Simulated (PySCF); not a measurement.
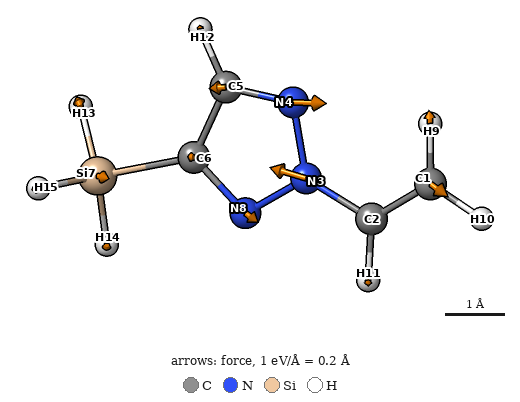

Starting geometry of C4H7N3Si with the computed forces as orange arrows. A ball-and-stick model, seen at a tilt.

The start comes from GFN2-xTB. Its atoms were then displaced at random by about 0.01 Å.

These are results of PySCF 2.14.0, density-fitted response routines, PBE0-D3(BJ)/def2-SVP geometry optimisation, gas phase, not measurements. 

### What follows when this structure is relaxed?

It isn't relaxed: the largest force vector, on N3, is 3.54 eV/Å. The final displacements follow the starting forces only in part (cosine between the two patterns 0.41). The largest move after the best rigid fit is that of H13, 0.11 Å. By element the largest moves are H 0.11 Å, C 0.06 Å, N 0.05 Å, Si 0.02 Å. Some distances before and after: Si7–H13 1.435 → 1.494 Å, N4–C5 1.280 → 1.322 Å, Si7–H15 1.458 → 1.494 Å, Si7–H14 1.453 → 1.490 Å. Among the angles between lasting bonds that change: N4–N3–N8 111.3° → 115.6°, N3–N4–C5 107.1° → 103.9°, C6–Si7–H15 107.9° → 110.6°. Over 7 geometry steps the energy falls by 0.262 eV. Cost: 2.2 min on 1 thread of Arm Neoverse N1, with other jobs on the host.
